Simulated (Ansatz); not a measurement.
Geometry relaxation, with input and output: SnH₅ClF₂

SnH₅ClF₂, computed with RKS revPBE-D4/def2-SVP (Ansatz 0.2.0).

The input holds or restrains some coordinates. Forces given for the steps count only the free coordinates. It belongs to a series of runs on one base structure; here: pulled along the bonds that form and break, towards end B.

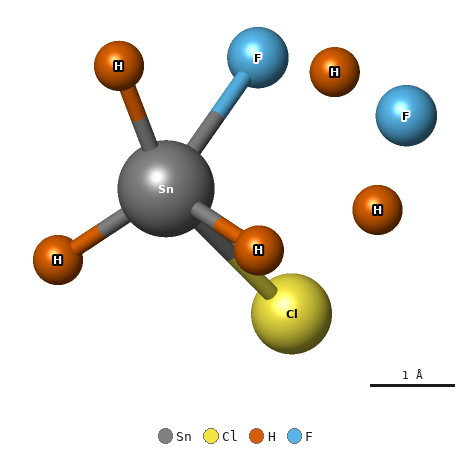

Figure 1. The structure as given in the input (ball-and-stick view, seen at a tilt). Sticks mark near contacts. Bond lengths as drawn: Cl–Sn 2.82 Å, F–Sn 2.33 Å and H–Sn 1.70 to 1.71 Å.

Results in brief:

| quantity | value |
| --- | --- |
| outcome | converged under the restraints of the input |
| total energy | −23858.6356 eV |
| mean-field energy | −23858.2889 eV |
| largest force (length of the vector) at the end, held atoms and coordinates included | 1.520 eV/Å |
| hardware | 2 threads of Arm Neoverse V1, 24 GiB of memory available, shared host |
| wall time | 13 s (CPU time 26 s) |
| peak memory | 0.14 GiB |

Input:
```yaml
crystal:
  periodic: [false, false, false]
  atoms:
    - { symbol: Sn, position_ang: [-1.1916, -0.898, -0.0324] }
    - { symbol: Cl, position_ang: [1.537, -1.003, 0.663] }
    - { symbol: H, position_ang: [-0.7613, -2.2784, -0.9506] }
    - { symbol: H, position_ang: [-1.3265, -0.9275, 1.6669] }
    - { symbol: H, position_ang: [-2.538, -0.1294, -0.7354] }
    - { symbol: H, position_ang: [0.748, 1.6298, -0.4066] }
    - { symbol: F, position_ang: [-0.2993, 1.1421, -0.7136] }
    - { symbol: H, position_ang: [1.9932, 0.6701, 0.4453] }
    - { symbol: F, position_ang: [1.8384, 1.7944, 0.0632] }
basis:
  gaussian: { orbitals: def2-SVP }
hamiltonian:
  xc: revpbe
  dispersion: d4
relax:
  f_tol: 0.15
  max_steps: 25
  restrain:
    - { distance: [0, 6], at: 1.96, k: 30.0 }
    - { distance: [5, 8], at: 0.88, k: 30.0 }
    - { distance: [7, 1], at: 1.33, k: 30.0 }
    - { distance: [0, 1], at: 3.71, k: 30.0 }
    - { distance: [5, 6], at: 2.18, k: 30.0 }
    - { distance: [7, 8], at: 2.18, k: 30.0 }
output:
  orbitals: {}
```

Command:
```bash
ansatz run input.yaml --threads 2 --pin off --max-ram 3072MiB --backend cpu --events-out ev --progress --plain --runs-dir out
```

What the program printed:
```
The last accepted step is kept in [file] (removed where the run ends without a failure and the disk answers)
Engine: ansatz 0.2.0, aarch64-unknown-linux-gnu
Functional definition: revPBE
  parameter kappa = 1.245
  parameter beta = 0.06672455060314922
  exchange = pbe_x(kappa = kappa, mu = beta*pi^2/3)
  correlation = pbe_c(beta = beta)
1072 factors; their error is unknown
mean field evaluation 1: about -23855.1080 eV, gradient 4.0e1 eV
mean field evaluation 2: about -23846.6093 eV, gradient 8.2e1 eV
mean field evaluation 4: about -23857.8875 eV, gradient 4.3e0 eV
mean field evaluation 8: about -23857.9228 eV, gradient 1.1e-1 eV
mean field evaluation 16: about -23857.8835 eV, gradient 6.7e-5 eV
mean field -23857.88354357 eV, -876.7610487719 hartree, gradient 6.7e-5 eV, S^2 0.000000; 0 other end points of the search recorded, 0 dependent functions left out
the calculation of the forces begins
reference -23857.88359246 eV, -876.7610505687 hartree; 31, 31 occupied and 66, 66 virtual orbitals, 1072 factors
relax step   1: F+E_penalty+E_count = -23858.33131724 eV  Δ(F+E_penalty+E_count) = +0.000e0 eV  max|allowed force component| = 1.315e0 eV/Å  E_restraint = 47.14157762 eV  max|allowed force component, restraints' pulls added| = 3.931e1 eV/Å  Δτ_max = 0.0000 Å  (26 SCF iters, accepted)
  distance Sn 0 - F 6 = 2.3286 Å
  distance H 5 - F 8 = 1.1987 Å
  distance H 7 - Cl 1 = 1.7478 Å
  distance Sn 0 - Cl 1 = 2.8178 Å
  distance H 5 - F 6 = 1.1954 Å
  distance H 7 - F 8 = 1.1975 Å
these checks for a lower state are left out or cut short: starts, cluster_reference, orbital_swaps, neighbouring_geometries, increment
1072 factors; their error is unknown
mean field -23857.80281553 eV, -876.7580820711 hartree, gradient 1.9e-5 eV, S^2 0.000000; 0 other end points of the search recorded, 0 dependent functions left out
the calculation of the forces begins
reference -23857.80286503 eV, -876.7580838903 hartree; 31, 31 occupied and 66, 66 virtual orbitals, 1072 factors
relax step   2: F+E_penalty+E_count = -23858.23088777 eV  Δ(F+E_penalty+E_count) = +1.004e-1 eV  max|allowed force component| = 2.827e0 eV/Å  E_restraint = 21.40666081 eV  max|allowed force component, restraints' pulls added| = 2.674e1 eV/Å  Δτ_max = 0.1948 Å  (33 SCF iters, accepted)
  distance Sn 0 - F 6 = 2.1743 Å
  distance H 5 - F 8 = 1.0560 Å
  distance H 7 - Cl 1 = 1.5133 Å
  distance Sn 0 - Cl 1 = 3.1434 Å
  distance H 5 - F 6 = 1.4765 Å
  distance H 7 - F 8 = 1.4724 Å
these checks for a lower state are left out or cut short: starts, cluster_reference, orbital_swaps, neighbouring_geometries, increment
1072 factors; their error is unknown
mean field evaluation 32: about -23857.6124 eV, gradient 1.4e-5 eV
mean field -23857.61237867 eV, -876.7510836457 hartree, gradient 1.4e-5 eV, S^2 0.000000; 0 other end points of the search recorded, 0 dependent functions left out
the calculation of the forces begins
reference -23857.61242861 eV, -876.7510854810 hartree; 31, 31 occupied and 66, 66 virtual orbitals, 1072 factors
relax step   3: F+E_penalty+E_count = -23858.01352114 eV  Δ(F+E_penalty+E_count) = +2.174e-1 eV  max|allowed force component| = 5.334e0 eV/Å  E_restraint = 5.22386309 eV  max|allowed force component, restraints' pulls added| = 1.158e1 eV/Å  Δτ_max = 0.1949 Å  (31 SCF iters, accepted)
  distance Sn 0 - F 6 = 2.0244 Å
  distance H 5 - F 8 = 0.8662 Å
  distance H 7 - Cl 1 = 1.3041 Å
  distance Sn 0 - Cl 1 = 3.3800 Å
  distance H 5 - F 6 = 1.8437 Å
  distance H 7 - F 8 = 1.8318 Å
these checks for a lower state are left out or cut short: starts, cluster_reference, orbital_swaps, neighbouring_geometries, increment
1072 factors; their error is unknown
mean field -23857.84534513 eV, -876.7596450050 hartree, gradient 1.7e-5 eV, S^2 0.000000; 0 other end points of the search recorded, 0 dependent functions left out
the calculation of the forces begins
reference -23857.84539541 eV, -876.7596468528 hartree; 31, 31 occupied and 66, 66 virtual orbitals, 1072 factors
relax step   4: F+E_penalty+E_count = -23858.20901902 eV  Δ(F+E_penalty+E_count) = -1.955e-1 eV  max|allowed force component| = 2.089e0 eV/Å  E_restraint = 0.47120400 eV  max|allowed force component, restraints' pulls added| = 2.697e0 eV/Å  Δτ_max = 0.1927 Å  (28 SCF iters, accepted)
  distance Sn 0 - F 6 = 1.9675 Å
  distance H 5 - F 8 = 0.9224 Å
  distance H 7 - Cl 1 = 1.2746 Å
  distance Sn 0 - Cl 1 = 3.6164 Å
  distance H 5 - F 6 = 2.0739 Å
  distance H 7 - F 8 = 2.0995 Å
these checks for a lower state are left out or cut short: starts, cluster_reference, orbital_swaps, neighbouring_geometries, increment
1072 factors; their error is unknown
mean field -23858.12073593 eV, -876.7697654305 hartree, gradient 1.0e-5 eV, S^2 0.000000; 0 other end points of the search recorded, 0 dependent functions left out
the calculation of the forces begins
reference -23858.12078623 eV, -876.7697672787 hartree; 31, 31 occupied and 66, 66 virtual orbitals, 1072 factors
relax step   5: F+E_penalty+E_count = -23858.47133720 eV  Δ(F+E_penalty+E_count) = -2.623e-1 eV  max|allowed force component| = 1.289e0 eV/Å  E_restraint = 0.07536649 eV  max|allowed force component, restraints' pulls added| = 1.523e0 eV/Å  Δτ_max = 0.1947 Å  (28 SCF iters, accepted)
  distance Sn 0 - F 6 = 1.9722 Å
  distance H 5 - F 8 = 0.9212 Å
  distance H 7 - Cl 1 = 1.2906 Å
  distance Sn 0 - Cl 1 = 3.7065 Å
  distance H 5 - F 6 = 2.1419 Å
  distance H 7 - F 8 = 2.1670 Å
these checks for a lower state are left out or cut short: starts, cluster_reference, orbital_swaps, neighbouring_geometries, increment
1072 factors; their error is unknown
mean field -23858.26630914 eV, -876.7751151471 hartree, gradient 7.7e-6 eV, S^2 0.000000; 0 other end points of the search recorded, 0 dependent functions left out
the calculation of the forces begins
reference -23858.26636021 eV, -876.7751170238 hartree; 31, 31 occupied and 66, 66 virtual orbitals, 1072 factors
relax step   6: F+E_penalty+E_count = -23858.61358782 eV  Δ(F+E_penalty+E_count) = -1.423e-1 eV  max|allowed force component| = 1.167e0 eV/Å  E_restraint = 0.04395062 eV  max|allowed force component, restraints' pulls added| = 6.176e-1 eV/Å  Δτ_max = 0.1949 Å  (28 SCF iters, accepted)
  distance Sn 0 - F 6 = 1.9720 Å
  distance H 5 - F 8 = 0.9218 Å
  distance H 7 - Cl 1 = 1.3056 Å
  distance Sn 0 - Cl 1 = 3.7182 Å
  distance H 5 - F 6 = 2.1623 Å
  distance H 7 - F 8 = 2.1722 Å
these checks for a lower state are left out or cut short: starts, cluster_reference, orbital_swaps, neighbouring_geometries, increment
1072 factors; their error is unknown
mean field -23858.28884713 eV, -876.7759434029 hartree, gradient 2.2e-5 eV, S^2 0.000000; 0 other end points of the search recorded, 0 dependent functions left out
the calculation of the forces begins
reference -23858.28889824 eV, -876.7759452811 hartree; 31, 31 occupied and 66, 66 virtual orbitals, 1072 factors
relax step   7: F+E_penalty+E_count = -23858.63559583 eV  Δ(F+E_penalty+E_count) = -2.201e-2 eV  max|allowed force component| = 1.334e0 eV/Å  E_restraint = 0.03003427 eV  max|allowed force component, restraints' pulls added| = 5.243e-2 eV/Å  Δτ_max = 0.1491 Å  (27 SCF iters, accepted)
  distance Sn 0 - F 6 = 1.9731 Å
  distance H 5 - F 8 = 0.9183 Å
  distance H 7 - Cl 1 = 1.3171 Å
  distance Sn 0 - Cl 1 = 3.7094 Å
  distance H 5 - F 6 = 2.1682 Å
  distance H 7 - F 8 = 2.1726 Å
1072 factors; their error is unknown
mean field evaluation 64: about -23854.6732 eV, gradient 4.7e1 eV
```

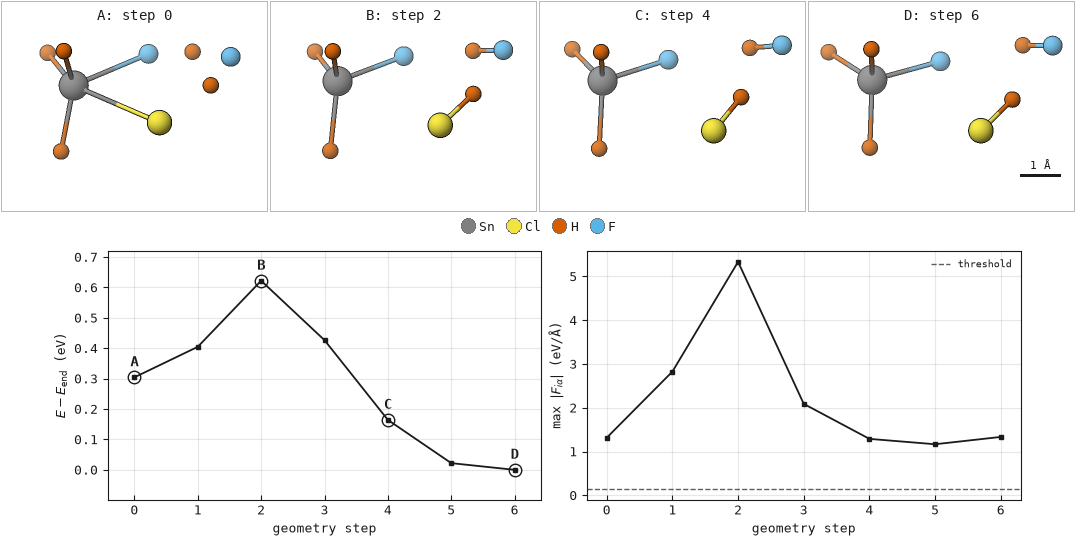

Figure 2. Frames of the restrained relaxation (ball-and-stick view, seen at a tilt) above the curves, on which the letters mark them (the first geometry is step 0 here and step 1 in the log).

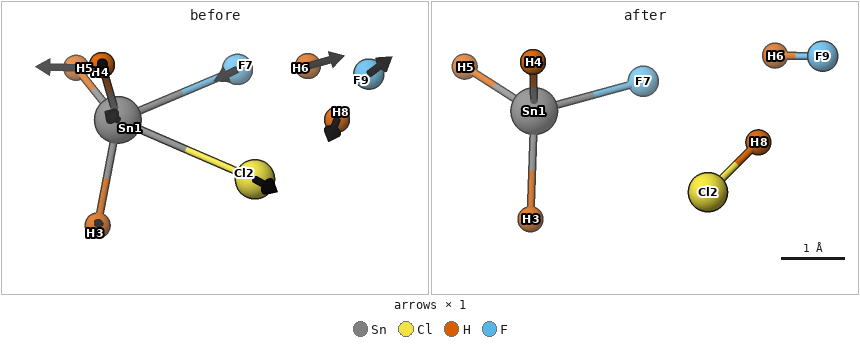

Figure 3. Before (left) and after (right) the restrained relaxation, at one scale (ball-and-stick view, seen at a tilt). The black arrows give the displacements, at true length. After 6 geometry steps the energy has fallen by 0.304 eV. Largest force component: 1.3 eV/Å at the start, 1.3 eV/Å at the end. H5 moves most after the best rigid fit: 0.66 Å. Largest moves by element: H 0.66 Å, Cl 0.55 Å, F 0.51 Å, Sn 0.36 Å. Among the contacts that change: Sn1–Cl2 2.818 → 3.709 Å, Cl2–H8 1.748 → 1.317 Å, Sn1–F7 2.329 → 1.973 Å, H6–F9 1.199 → 0.918 Å. New bonds form: Cl2–H8 (1.75 → 1.32 Å), H6–F9 (1.20 → 0.92 Å). Among the angles that change: H5–Sn1–F7 77.7° → 101.1°, H3–Sn1–F7 116.9° → 106.0°, H3–Sn1–H4 122.7° → 116.3°. (Atoms are counted from 1 in the order of the input.)

```
mean field -23858.28884713 eV, -876.7759434029 hartree, gradient 2.2e-5 eV, S^2 0.000000; 1 other end points of the search recorded, 0 dependent functions left out
the calculation of the forces begins
reference -23858.28889824 eV, -876.7759452811 hartree; 31, 31 occupied and 66, 66 virtual orbitals, 1072 factors
Total energy: -23858.63564694 eV, -876.7886880608 hartree
Atom 0 at    -1.515170    -0.811523    -0.161838 Å, force    -0.183809    -0.267672     0.107364 eV/Å
Atom 1 at     2.042281    -1.100138     0.848664 Å, force     0.034573     0.391052    -0.075142 eV/Å
Atom 2 at    -0.802601    -2.146043    -0.981239 Å, force     0.007368    -0.006964     0.000484 eV/Å
Atom 3 at    -1.388776    -0.816252     1.553859 Å, force     0.003976    -0.011047     0.019621 eV/Å
Atom 4 at    -3.112081    -0.447016    -0.716976 Å, force    -0.024232    -0.024480     0.001028 eV/Å
Atom 5 at     1.174460     2.073026    -0.378124 Å, force    -1.333713    -0.456651    -0.569034 eV/Å
Atom 6 at    -0.527770     0.786923    -0.764498 Å, force     0.484306     0.535460    -0.073514 eV/Å
Atom 7 at     2.150099     0.185834     0.585140 Å, force    -0.054164    -0.189821     0.022032 eV/Å
Atom 8 at     1.979457     2.275289     0.014811 Å, force     1.065696     0.030122     0.567160 eV/Å
Dipole moment:    -0.532399    -0.276720    -0.019355 e Å
```

Trajectory as extended XYZ (Å, eV, eV/Å), 7 frames, from step=1 to step=7:
```
9
Properties=species:S:1:pos:R:3:forces:R:3 step=1 energy=-23858.33132
Sn   -1.1916   -0.8980   -0.0324    1.0705   0.7551  -0.0161
Cl    1.5370   -1.0030    0.6630    0.2489   1.1229  -0.1993
H    -0.7613   -2.2784   -0.9506   -0.0029  -0.1172  -0.0310
H    -1.3265   -0.9275    1.6669   -0.1477  -0.0858   0.1789
H    -2.5380   -0.1294   -0.7354   -0.3547   0.1757  -0.2021
H     0.7480    1.6298   -0.4066   -0.5061  -0.9623   0.1398
F    -0.2993    1.1421   -0.7136    0.6489   0.0642   0.3605
H     1.9932    0.6701    0.4453   -0.8638   0.3628  -0.5448
F     1.8384    1.7944    0.0632   -0.0931  -1.3154   0.3139
9
Properties=species:S:1:pos:R:3:forces:R:3 step=2 energy=-23858.23089
Sn   -1.3176   -0.8399   -0.0869    2.8265  -0.3721   0.9427
Cl    1.7234   -0.9600    0.7002    0.3664   1.8166  -0.2384
H    -0.7633   -2.2760   -0.9493   -0.1092   0.4868   0.2586
H    -1.3288   -0.9278    1.6646   -0.0302   0.0139  -0.4627
H    -2.5523   -0.1219   -0.7429   -2.4472   0.9148  -1.0660
H     0.8583    1.6752   -0.3713    0.8251  -0.1328   0.5125
F    -0.4260    1.0380   -0.7241    0.4930  -0.5646   0.4919
H     1.9937    0.5136    0.4873   -0.5470  -1.4173   0.0054
F     1.8124    1.8989    0.0222   -1.3775  -0.7453  -0.4439
9
Properties=species:S:1:pos:R:3:forces:R:3 step=3 energy=-23858.01352
Sn   -1.4032   -0.8208   -0.1177    2.8018  -1.5233   1.4767
Cl    1.8643   -0.9497    0.7378    0.0339  -0.3719   0.0906
H    -0.7644   -2.2641   -0.9431   -0.1911   0.6051   0.3064
H    -1.3272   -0.9268    1.6524   -0.0488   0.0360  -0.6516
H    -2.6047   -0.1065   -0.7637   -3.3289   0.9560  -1.2865
H     1.0108    1.7701   -0.3362   -5.3335  -1.8463  -2.0836
F    -0.5746    0.9190   -0.7380    1.0550   0.0929   0.2458
H     2.0246    0.3301    0.5452    0.0189   0.4053  -0.1116
F     1.7743    2.0489   -0.0368    4.9927   1.6460   2.0139
9
Properties=species:S:1:pos:R:3:forces:R:3 step=4 energy=-23858.20902
Sn   -1.4839   -0.8583   -0.1210    1.1243  -1.0982   0.8554
Cl    2.0115   -1.0227    0.7918   -0.0744  -0.9309   0.1526
H    -0.7745   -2.2394   -0.9310   -0.1699   0.2881   0.1536
H    -1.3318   -0.9260    1.6234   -0.1029  -0.0058  -0.3778
H    -2.7371   -0.0997   -0.7990   -2.0886   0.0528  -0.5142
H     1.0642    1.8677   -0.3557   -1.3573  -0.4901  -0.5238
F    -0.6800    0.8205   -0.7587    1.6336   0.9630  -0.0080
H     2.0758    0.2346    0.5930    0.0861   1.1081  -0.2045
F     1.8557    2.2234   -0.0429    0.9490   0.1130   0.4668
9
Properties=species:S:1:pos:R:3:forces:R:3 step=5 energy=-23858.47134
Sn   -1.5039   -0.8549   -0.1273    0.0911  -0.2024   0.1006
Cl    2.0757   -1.0574    0.8129   -0.0560  -0.3522   0.0618
H    -0.7954   -2.2200   -0.9193   -0.0836   0.0892   0.0034
H    -1.3507   -0.9282    1.5942   -0.0769   0.0383  -0.0938
H    -2.9125   -0.1839   -0.7962   -0.6964  -0.3638   0.0385
H     1.1280    1.9550   -0.3665   -1.2890  -0.4764  -0.5288
F    -0.6233    0.7891   -0.7686    1.1385   0.6465   0.0452
H     2.0652    0.2147    0.5952    0.0607   0.5466  -0.1128
F     1.9168    2.2858   -0.0247    0.9116   0.0743   0.4859
9
Properties=species:S:1:pos:R:3:forces:R:3 step=6 energy=-23858.61359
Sn   -1.5109   -0.8245   -0.1499   -0.1973  -0.2847   0.0872
Cl    2.0689   -1.0787    0.8225   -0.0319   0.0871  -0.0047
H    -0.8181   -2.1977   -0.9351   -0.0421   0.0728  -0.0296
H    -1.3758   -0.9020    1.5715   -0.0325   0.0781  -0.0681
H    -3.0479   -0.3179   -0.7547   -0.1093  -0.1925   0.0809
H     1.1596    2.0498   -0.3786   -1.1666  -0.4282  -0.4920
F    -0.5395    0.7730   -0.7767    0.6931   0.5505   0.0001
H     2.0976    0.2079    0.6026    0.0230   0.1097  -0.0545
F     1.9659    2.2901   -0.0019    0.8634   0.0071   0.4807
9
Properties=species:S:1:pos:R:3:forces:R:3 step=7 energy=-23858.63560
Sn   -1.5152   -0.8115   -0.1618   -0.1838  -0.2677   0.1074
Cl    2.0423   -1.1001    0.8487    0.0346   0.3911  -0.0751
H    -0.8026   -2.1460   -0.9812    0.0074  -0.0070   0.0005
H    -1.3888   -0.8163    1.5539    0.0040  -0.0110   0.0196
H    -3.1121   -0.4470   -0.7170   -0.0242  -0.0245   0.0010
H     1.1745    2.0730   -0.3781   -1.3337  -0.4567  -0.5690
F    -0.5278    0.7869   -0.7645    0.4843   0.5355  -0.0735
H     2.1501    0.1858    0.5851   -0.0542  -0.1898   0.0220
F     1.9795    2.2753    0.0148    1.0657   0.0301   0.5672
```

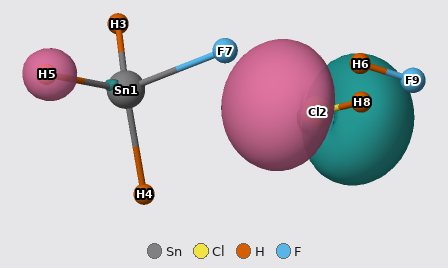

Figure 4. One frontier orbital at ±0.15 Å⁻³ᐟ² (teal and pink are the two phases), seen from the side. The HOMO−1, at −7.46 eV.

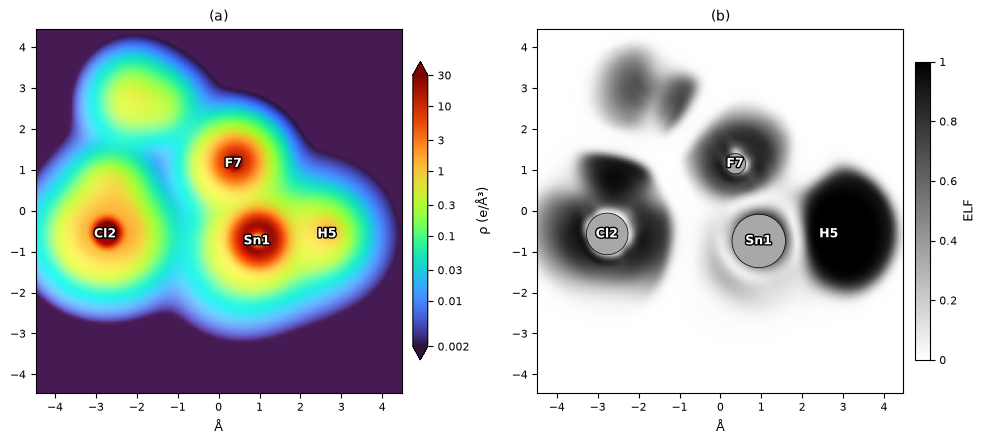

Figure 5. (a) electron density; (b) electron localisation function on the plane of atoms H5, Sn1 and F7. Grey discs, where drawn, cover atomic cores. The section cuts through Sn, Cl, H and F sites. Sn–F (1.97 Å): ρ is about 0.66 e/Å³ halfway; the ELF peaks at about 0.80 in the valence shell of F, 0.5 Å from its nucleus, and drops to about 0.10 between the two atoms. Sn–H (1.73 Å): ρ is about 1.1 e/Å³ halfway, with its minimum of 0.71 e/Å³ about 1.1 Å from Sn; the ELF climbs to about 1 towards the hydrogen, as it does in any bond to H.

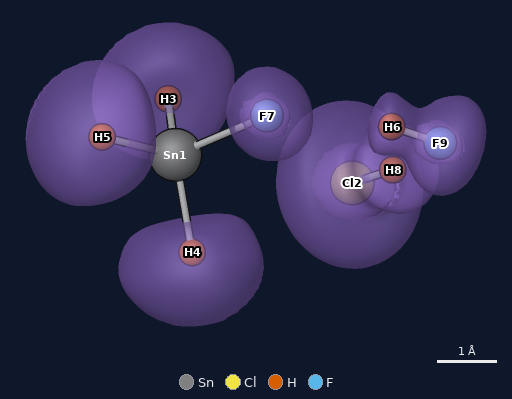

Figure 6. Isosurface of the electron localisation function at 0.75 (purple), seen from the side. Core shells and regions of very low density are left out. Profiles from the grid: Sn1···Cl2 (3.71 Å): the ELF is only about 0.05 between them (a non-bonded, intermolecular contact). Sn–F (1.97 Å): the ELF peaks at about 0.80 in the valence shell of F, 0.5 Å from its nucleus, and drops to about 0.10 between the two atoms.
